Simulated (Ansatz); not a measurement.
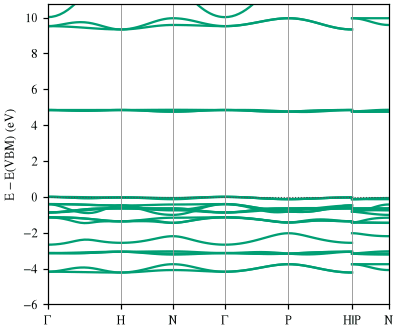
Band structure from the program Ansatz at the r²SCAN+D4 level (PAW)

Problem. Read off the gap and where the band edges lie.

Solution. About 4.7 eV (4.73 eV by a search for the band edges); maximum at Γ, minimum on the P–H line, 25 % of the way from P.

The material is MoF6 in space group Im-3m (No. 229; Mo on 2a, F on 12e).

The first step of the workflow began from a Materials Project structure, measured or hypothetical; the Crystallography Open Database copy checked does not list it. COD files the formula under space group No. 62. Whether it is the stable phase at ambient conditions was not checked. The cell was relaxed with r²SCAN+D4 under the symmetry of its start; its stability against distortions is not shown here. The run is not spin-polarised. No Hubbard U is applied. Spin–orbit coupling is left out wherever it is not named.

Potentials: the later of the program's two PAW sets.
